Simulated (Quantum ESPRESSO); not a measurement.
# HfO2 (Fm-3m): phonon frequency against volume, with a fit

By how much does an optical zone-centre mode of HfO2 (Fm-3m) shift under hydrostatic pressure?

Program: Quantum ESPRESSO 7.5. Level of theory: DFT LDA, scalar-relativistic, plane waves, PseudoDojo norm-conserving pseudopotentials. Results are calculated unless marked as measured.

## Step 1: The relaxed structure

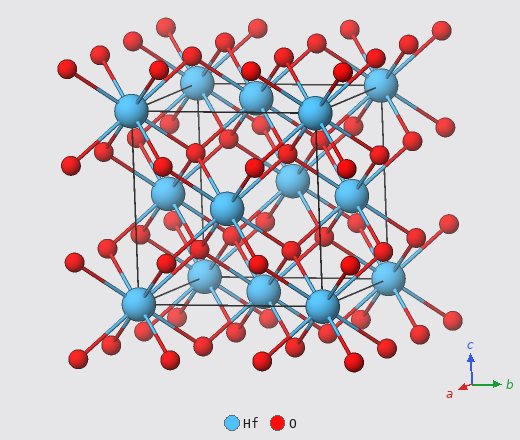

The starting structure, seen slightly off an axis (hafnium blue, oxygen red). This picture shows the conventional cell, with its axes. Some periodic images of atoms are drawn too.

This is the cell after its relaxation at this level of theory, not the database cell from which that began.

## Step 2: Runs at several volumes

The relaxed cell is scaled uniformly; in this structure symmetry fixes all atoms, so nothing has to be relaxed anew. Each volume gets a ground state and a response at Γ. The mode followed is the highest one without the macroscopic field, of symmetry T2g; longitudinal polar modes lie higher. Cutoff 92 Ry, k mesh 8×8×8.

From the response at V/V₀ = 0.94:

The program printed:

```text
[banners, grids, parts of the stress and lines that vanish by symmetry left out]
Program PHONON v.7.5
     Reading xml data from directory:

[...]
Exchange-correlation= PW
                           (   1   4   0   0   0   0   0)
[...]
kinetic-energy cut-off    =      92.0000  Ry
     charge density cut-off    =     368.0000  Ry
     convergence threshold     =      1.0E-18
[...]
Exchange-correlation= PW
                           (   1   4   0   0   0   0   0)
[...]
q = (   0.0000000   0.0000000   0.0000000 )
     49 Sym.Ops. (with q -> -q+G )
     G cutoff =  786.3840  (  23049 G-vectors)     FFT grid: ( 40, 40, 40)
     number of k points=    29
[...]
Mode symmetry, O_h (m-3m)  point group:
[...]
Dielectric constant
[...]
End of electric fields calculation
          Dielectric constant in cartesian axis
          (       5.217079376      -0.000000000      -0.000000000 )
          (      -0.000000000       5.217079376       0.000000000 )
          (      -0.000000000       0.000000000       5.217079376 )
          Effective charges (d Force / dE) in cartesian axis without acoustic sum rule applied (asr)
           atom    1  Hf    Mean Z*:        5.58114
      Ex  (        5.58114        0.00000       -0.00000 )
      Ey  (        0.00000        5.58114        0.00000 )
      Ez  (       -0.00000        0.00000        5.58114 )
           atom    2  O     Mean Z*:       -2.79033
      Ex  (       -2.79033       -0.00000       -0.00000 )
      Ey  (       -0.00000       -2.79033       -0.00000 )
      Ez  (        0.00000       -0.00000       -2.79033 )
           atom    3  O     Mean Z*:       -2.79033
      Ex  (       -2.79033       -0.00000       -0.00000 )
      Ey  (       -0.00000       -2.79033       -0.00000 )
      Ez  (       -0.00000       -0.00000       -2.79033 )
          Effective charges Sum: Mean:        0.00047
[...]
Effective charges (d Force / dE) in cartesian axis with asr applied:
           atom    1  Hf    Mean Z*:        5.58098
[...]
atom    2  O     Mean Z*:       -2.79049
[...]
atom    3  O     Mean Z*:       -2.79049
[...]
Representation #   1 modes #   1   2   3
[...]
End of self-consistent calculation
     Convergence has been achieved
     Representation #   2 modes #   4   5   6
[...]
End of self-consistent calculation
     Convergence has been achieved
     Representation #   3 modes #   7   8   9
[...]
End of self-consistent calculation
     Convergence has been achieved
[...]
Dielectric constant in cartesian axis
          (       5.217079376      -0.000000000      -0.000000000 )
          (      -0.000000000       5.217079376       0.000000000 )
          (      -0.000000000       0.000000000       5.217079376 )
          Effective charges (d Force / dE) in cartesian axis without acoustic sum rule applied (asr)
           atom    1  Hf    Mean Z*:        5.58114
      Ex  (        5.58114        0.00000       -0.00000 )
      Ey  (        0.00000        5.58114        0.00000 )
      Ez  (       -0.00000        0.00000        5.58114 )
           atom    2  O     Mean Z*:       -2.79033
      Ex  (       -2.79033       -0.00000       -0.00000 )
      Ey  (       -0.00000       -2.79033       -0.00000 )
      Ez  (        0.00000       -0.00000       -2.79033 )
           atom    3  O     Mean Z*:       -2.79033
      Ex  (       -2.79033       -0.00000       -0.00000 )
      Ey  (       -0.00000       -2.79033       -0.00000 )
      Ez  (       -0.00000       -0.00000       -2.79033 )
          Effective charges Sum: Mean:        0.00047
[...]
Effective charges (d Force / dE) in cartesian axis with asr applied:
           atom    1  Hf    Mean Z*:        5.58098
[...]
atom    2  O     Mean Z*:       -2.79049
[...]
atom    3  O     Mean Z*:       -2.79049
[...]
q = (    0.000000000   0.000000000   0.000000000 )
[...]
freq (    1) =       0.039532 [THz] =       1.318661 [cm-1]
     freq (    2) =       0.039532 [THz] =       1.318661 [cm-1]
     freq (    3) =       0.039532 [THz] =       1.318661 [cm-1]
     freq (    4) =       9.663151 [THz] =     322.328015 [cm-1]
     freq (    5) =       9.663151 [THz] =     322.328015 [cm-1]
     freq (    6) =       9.663151 [THz] =     322.328015 [cm-1]
     freq (    7) =      20.116919 [THz] =     671.028179 [cm-1]
     freq (    8) =      20.116919 [THz] =     671.028179 [cm-1]
     freq (    9) =      20.116919 [THz] =     671.028179 [cm-1]
[...]
Mode symmetry, O_h (m-3m)  point group:
     freq (   1-   3) =          1.3  [cm-1]   --> T_1u G_15  G_4- I
     freq (   4-   6) =        322.3  [cm-1]   --> T_1u G_15  G_4- I
     freq (   7-   9) =        671.0  [cm-1]   --> T_2g G_25' G_5+ R

   JOB DONE.
```

One volume, V/V₀ = 0.97, is held back as a test.

```
V/V₀  volume (Å³/atom)  pressure (GPa)   ω (cm⁻¹)
0.94             9.568           20.65     671.03
0.97             9.874            9.51  held back
   1            10.179            0.00     611.55
1.03            10.485           -8.13     584.40
1.06            10.790          -15.08     558.81
```

## Step 3: The fit

The mode Grüneisen parameter is γ = −d ln ω / d ln V.

```csv
ln(V/V₀),ln ω
-0.0619,6.5088
0.0000,6.4160
0.0296,6.3706
0.0583,6.3258
```

A straight line through these points has the slope -1.521, so γ = 1.52; at V/V₀ = 0.97 it predicts ω = exp(6.4152 + 0.0463) = 640.03 cm⁻¹.

A parabola of pressure against ln V through V/V₀ = 0.97, 1 and 1.03 gives the bulk modulus B = −dP/d ln V = 293 GPa at V₀. With ω₀ from the fitted line the pressure coefficient follows as dω/dP = γ ω₀ / B = 1.52 × 611.0 / 293 = 3.17 cm⁻¹/GPa.

## Step 4: The run that was held back

The program printed:

```text
[banners, grids, parts of the stress and lines that vanish by symmetry left out]
[banner, memory and clock lines left out]
Program PHONON v.7.5

[...]
Exchange-correlation= PW
                           (   1   4   0   0   0   0   0)
[...]
kinetic-energy cut-off    =      92.0000  Ry
     charge density cut-off    =     368.0000  Ry
     convergence threshold     =      1.0E-18
[...]
Exchange-correlation= PW
                           (   1   4   0   0   0   0   0)
[...]
q = (   0.0000000   0.0000000   0.0000000 )
     49 Sym.Ops. (with q -> -q+G )
     G cutoff =  803.0278  (  23829 G-vectors)     FFT grid: ( 45, 45, 45)
     number of k points=    29
[...]
Mode symmetry, O_h (m-3m)  point group:
[...]
Dielectric constant
[...]
End of electric fields calculation
          Dielectric constant in cartesian axis
          (       5.219549251       0.000000000       0.000000000 )
          (       0.000000000       5.219549251      -0.000000000 )
          (       0.000000000      -0.000000000       5.219549251 )
          Effective charges (d Force / dE) in cartesian axis without acoustic sum rule applied (asr)
           atom    1  Hf    Mean Z*:        5.56213
      Ex  (        5.56213        0.00000        0.00000 )
      Ey  (        0.00000        5.56213       -0.00000 )
      Ez  (        0.00000       -0.00000        5.56213 )
           atom    2  O     Mean Z*:       -2.78081
      Ex  (       -2.78081        0.00000       -0.00000 )
      Ey  (        0.00000       -2.78081       -0.00000 )
      Ez  (       -0.00000       -0.00000       -2.78081 )
[...]
(       0.000000000      -0.000000000       5.219549251 )
          Effective charges (d Force / dE) in cartesian axis without acoustic sum rule applied (asr)
           atom    1  Hf    Mean Z*:        5.56213
      Ex  (        5.56213        0.00000        0.00000 )
      Ey  (        0.00000        5.56213       -0.00000 )
      Ez  (        0.00000       -0.00000        5.56213 )
           atom    2  O     Mean Z*:       -2.78081
      Ex  (       -2.78081        0.00000       -0.00000 )
      Ey  (        0.00000       -2.78081       -0.00000 )
      Ez  (       -0.00000       -0.00000       -2.78081 )
           atom    3  O     Mean Z*:       -2.78081
      Ex  (       -2.78081       -0.00000        0.00000 )
      Ey  (       -0.00000       -2.78081        0.00000 )
      Ez  (        0.00000        0.00000       -2.78081 )
          Effective charges Sum: Mean:        0.00052
[...]
Effective charges (d Force / dE) in cartesian axis with asr applied:
           atom    1  Hf    Mean Z*:        5.56196
[...]
atom    2  O     Mean Z*:       -2.78098
[...]
atom    3  O     Mean Z*:       -2.78098
[...]
q = (    0.000000000   0.000000000   0.000000000 )
[...]
freq (    1) =       0.029651 [THz] =       0.989067 [cm-1]
     freq (    2) =       0.029651 [THz] =       0.989067 [cm-1]
     freq (    3) =       0.029651 [THz] =       0.989067 [cm-1]
     freq (    4) =       8.706793 [THz] =     290.427353 [cm-1]
     freq (    5) =       8.706793 [THz] =     290.427353 [cm-1]
     freq (    6) =       8.706793 [THz] =     290.427353 [cm-1]
     freq (    7) =      19.198078 [THz] =     640.378966 [cm-1]
     freq (    8) =      19.198078 [THz] =     640.378966 [cm-1]
     freq (    9) =      19.198078 [THz] =     640.378966 [cm-1]
[...]
Mode symmetry, O_h (m-3m)  point group:
     freq (   1-   3) =          1.0  [cm-1]   --> T_1u G_15  G_4- I
     freq (   4-   6) =        290.4  [cm-1]   --> T_1u G_15  G_4- I
     freq (   7-   9) =        640.4  [cm-1]   --> T_2g G_25' G_5+ R
```

It gives 640.38 cm⁻¹ against the predicted 640.03 cm⁻¹, a miss of 0.4 cm⁻¹.

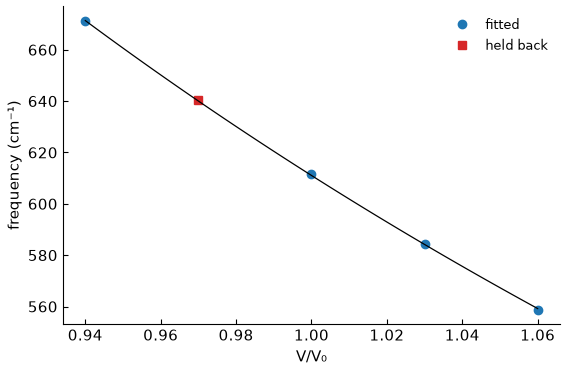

Frequency against volume, with the power-law fit.

## Step 5: Summary of results

| Item | Value |
| --- | --- |
| mode Grüneisen parameter | 1.521 |
| bulk modulus | 293 GPa |
| pressure coefficient | 3.17 cm⁻¹/GPa |

**Reading.** The highest optical mode of HfO2 (Fm-3m) without the LO-TO term stiffens by 3.17 cm⁻¹ a GPa near the relaxed volume, with γ = 1.52. The power law meets all 5 runs within 0.09 %; between neighbouring volumes γ runs from 1.49 to 1.56. Such a coefficient turns a measured shift of this mode into a hydrostatic stress; uniaxial or biaxial stress splits the mode and needs deformation potentials. These are harmonic values at zero temperature for the structure held cubic, which a run at Γ can't show to be stable; the bulk modulus rests on three points.

[Host names and launcher messages were left out of these logs when they were recorded.]

[Logs are printed without paths, hosts, clocks, repeated set-up lines and the standing remarks that a program may print on its own settings, such as how far it seeks lower states.]

[Hosts, paths, dates, database ids (printed as entryN), source tags and the programs' standing remarks are cut or masked in the printed files.]
